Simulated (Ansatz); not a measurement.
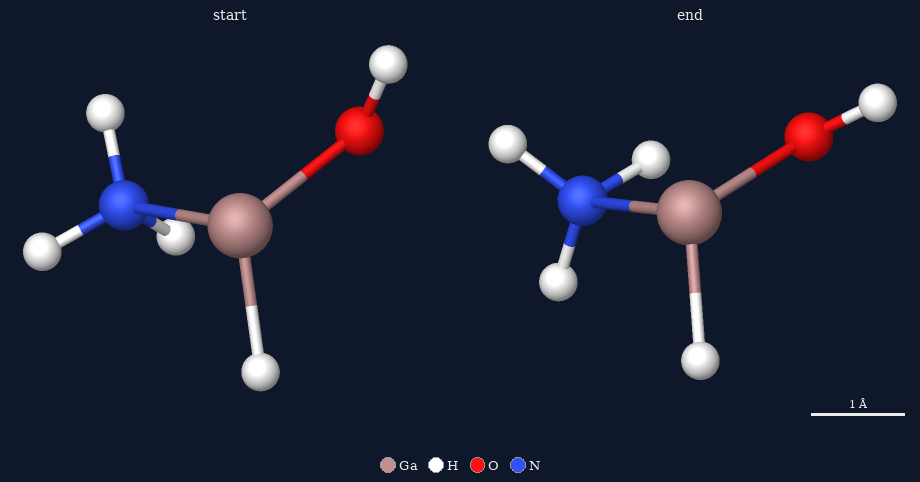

The structure of GaNH$_{5}$O (multiplicity 2) before (left) and after (right) a relaxation, at one scale.

The picture is a ball-and-stick view, seen at a tilt.

The run prepares an end point of a later path (reaction) calculation, from a guessed geometry.

All numbers below come from Ansatz, UKS B3LYP-D4/def2-SVP.

Input file:
```yaml
crystal:
  periodic: [false, false, false]
  atoms:
    - { symbol: Ga, position_ang: [-0.289122, -0.585958, 0.181447] }
    - { symbol: H, position_ang: [0.866441, -0.694128, 2.695738] }
    - { symbol: O, position_ang: [1.399305, 0.048719, -0.180625] }
    - { symbol: H, position_ang: [1.925428, -0.550045, -0.722756] }
    - { symbol: H, position_ang: [-1.463597, 0.504143, -0.008254] }
    - { symbol: "N", position_ang: [0.047353, -0.16377, 2.341138] }
    - { symbol: H, position_ang: [-0.735343, -0.339764, 2.974007] }
    - { symbol: H, position_ang: [0.290035, 0.8289, 2.409406] }
magnetization:
  spin_polarized: true
  initial_magnetization: 1
basis:
  gaussian: { orbitals: def2-SVP }
hamiltonian:
  xc: b3lyp
  dispersion: d4
relax:
  f_tol: 0.03
  max_steps: 50
```

Command:
```bash
ansatz run input.yaml --threads 2 --pin off --max-ram 3072MiB --backend cpu --events-out ev --progress --plain --runs-dir out
```

### What changed between the two?

The atom that moves furthest after the best rigid fit is H8 (0.88 Å). Largest moves by element: H 0.88 Å, O 0.23 Å, Ga 0.19 Å, N 0.05 Å. Some distances before and after: Ga1–N6 2.226 → 2.190 Å, Ga1–O3 1.840 → 1.858 Å, H2–N6 1.038 → 1.020 Å, Ga1–H5 1.614 → 1.619 Å. Among the angles between lasting bonds that change: Ga1–N6–H8 106.5° → 95.6°, O3–Ga1–N6 89.2° → 82.4°, Ga1–N6–H2 110.7° → 116.9°. Groups turn about Ga1–N6 by about 55°, Ga1–O3 by about 35°. Over 14 accepted moves (15 points after the start) the energy falls by 1.35 kcal/mol. The largest force component goes from 0.52 to 0.014 eV/Å. The line search rejected the trial step at point 8 of the run. The run took 48 s on 2 threads of Arm Neoverse V2, on a shared host, peak memory 0.23 GiB.
